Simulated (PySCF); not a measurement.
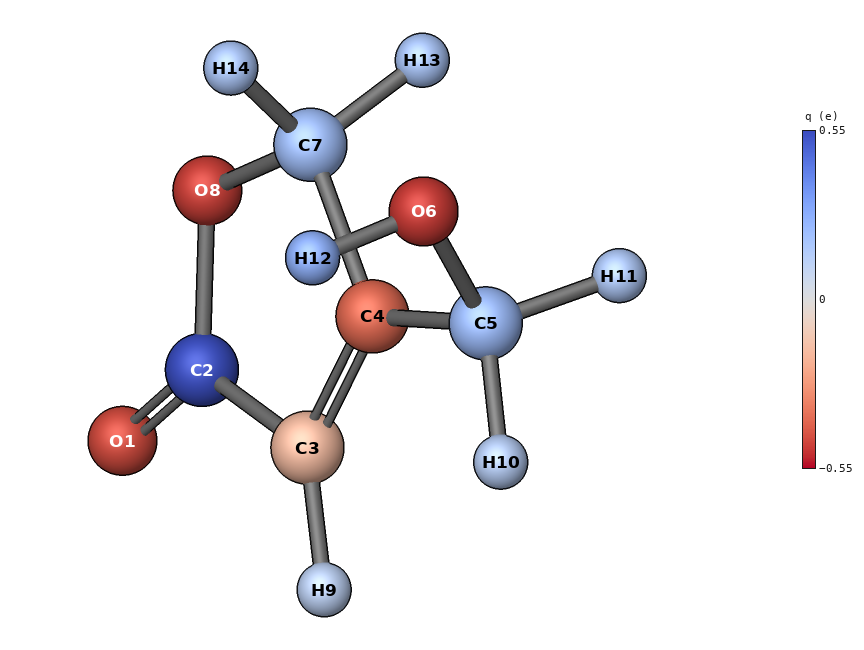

Atoms are coloured by their Mulliken charges. The computed structure is the end point of a PBE0-D3(BJ)/def2-SVP optimisation. No frequency run is at hand to confirm it as a minimum. Properties computed with PBE0/pcSseg-1 in methanol (IEF-PCM) (PySCF 2.14.0).

**Which atom carries the highest charge (most positive or least negative)?**

C2 (0.54 e).

**And the lowest?**

O6 (−0.48 e).

Give the Mulliken charges atom by atom.

```tsv
atom	value (e)
O1	−0.45
C2	0.54
C3	−0.16
C4	−0.38
C5	0.21
O6	−0.48
C7	0.20
O8	−0.47
H9	0.11
H10	0.13
H11	0.15
H12	0.26
H13	0.17
H14	0.17
```

Mulliken values depend strongly on the basis set and can even reverse the polarity of a bond.
